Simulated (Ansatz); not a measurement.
**Ligand exchange: SiH2(NH2)(SiH3) + Ge(NH2)2 → Si2N2H8 + GeH(NH2)**

Species: SiH2(NH2)(SiH3), singlet; Ge(NH2)2, singlet; Si2N2H8 `N[SiH2][SiH2]N`, singlet; GeH(NH2), singlet. The partners trade H for NH2: Si–H and Ge–NH2 bonds give way to Si–NH2 and Ge–H.

Shapes, held fixed at every level: PBE0-D4/def2-TZVP. Flexible molecules stand in one conformer, not always the lowest. Programs: Ansatz 0.2.0. Electronic energies: no zero-point or thermal term.

```
             level                    kind  ΔE (kJ/mol)  less CCSD(T)/def2-TZVPP
     HF/def2-TZVPP            Hartree–Fock        +21.7                     -1.6
 PBE-D4/def2-TZVPP                     GGA        +24.4                     +1.1
wB97M-V/def2-TZVPP  range-separated hybrid        +20.9                     -2.4
      MP2/def2-SVP     perturbation theory        +24.9                     +1.6
    MP2/def2-TZVPP     perturbation theory        +26.4                     +3.1
     CCSD/def2-SVP   coupled cluster or CI        +21.1                     -2.2
   CCSD/def2-TZVPP   coupled cluster or CI        +22.7                     -0.6
CCSD(T)/def2-TZVPP   coupled cluster or CI        +23.3                      0.0
```

The highest level, CCSD(T)/def2-TZVPP, gives ΔE = +23.3 kJ/mol; the levels span +20.9 to +26.4. The column of differences is taken from that level and isn't an error. No measured value is set beside it here. Relativity is left out for Ge. Outer-core shells of Ge are correlated, in sets that cover them unevenly.

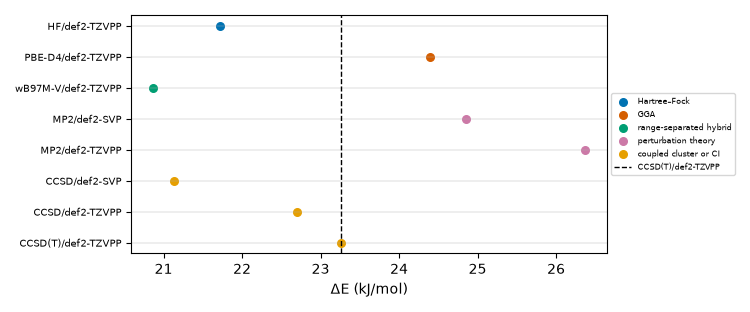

The values of the table, level by level.
